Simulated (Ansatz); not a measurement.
Ti2Al5Ni3

Input

```
crystal:
  lattice:
    - [2.834883695, 0.0, 0.0]
    - [0.0, 2.834883695, 0.0]
    - [0.0, 0.0, 17.1009683012]
  atoms:
    - { symbol: Ti, position: [0.5, 0.5, 0.3803832269] }
    - { symbol: Ti, position: [0.5, 0.5, 0.6196167731] }
    - { symbol: Al, position: [0.0, 0.0, 0.9116658697] }
    - { symbol: Al, position: [0.0, 0.0, 0.0883341303] }
    - { symbol: Al, position: [0.0, 0.0, 0.2637255187] }
    - { symbol: Al, position: [0.0, 0.0, 0.5] }
    - { symbol: Al, position: [0.0, 0.0, 0.7362744813] }
    - { symbol: Ni, position: [0.5, 0.5, 0.0] }
    - { symbol: Ni, position: [0.5, 0.5, 0.175607278] }
    - { symbol: Ni, position: [0.5, 0.5, 0.824392722] }
basis:
  ecutwfc: 420
kpoints:
  mp_grid: { grid: [14, 14, 4] }
hamiltonian:
  xc: pbe
scf:
  occupations: { method: gaussian, width: 0.1 }
output:
  forces: true
  stress: true
  eigenvalues: true
  write_density: true
  write_potential: true
  elf: true
  volumetric_format: npy
relax:
  adjacent_minimum: "off"
  f_tol: 0.01
  max_steps: 80
  cell: { stress_tol: 0.05 }
```

Run with:

```sh
ansatz run input.yaml --threads 1 --pin off --max-ram 2560MiB --backend cpu --events-out ev --progress --plain --runs-dir out
```

Below, planes, directions and counts refer to the conventional cell (a = 2.86 Å, b = 2.86 Å, c = 16.85 Å, α = 90.00°, β = 90.00°, γ = 90.00°).

The fields are those of the run's last geometry, not of the input's.

Space group P4/mmm; a structure generated by program, which may or may not match a known phase; computed without spin polarisation.

Method: DFT PBE, scalar-relativistic, plane waves, PAW in Ansatz 0.2.0.

### What will maps of the valence pseudo-density and electron localisation function show?

Al–Ni (2.50 Å): the density is about 0.3 e/Å³ at the midpoint; the ELF is about 0.40 at the midpoint.
Ti–Al (2.84 Å): the density is about 0.2 e/Å³ at the midpoint; the ELF is about 0.35 at the midpoint.
Ni–Ni (2.94 Å): ρ is about 0.23 e/Å³ halfway; the ELF is about 0.35 at the midpoint.

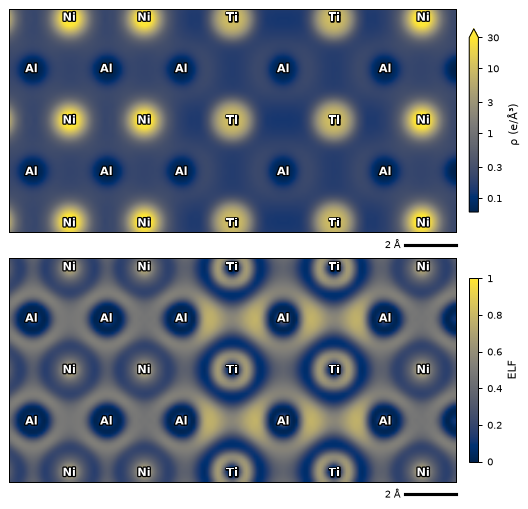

Computed valence pseudo-density and electron localisation function on the (110) plane of the conventional cell, in this order. 

In a PAW calculation such maps are meaningful between the atoms, not at the nuclei.
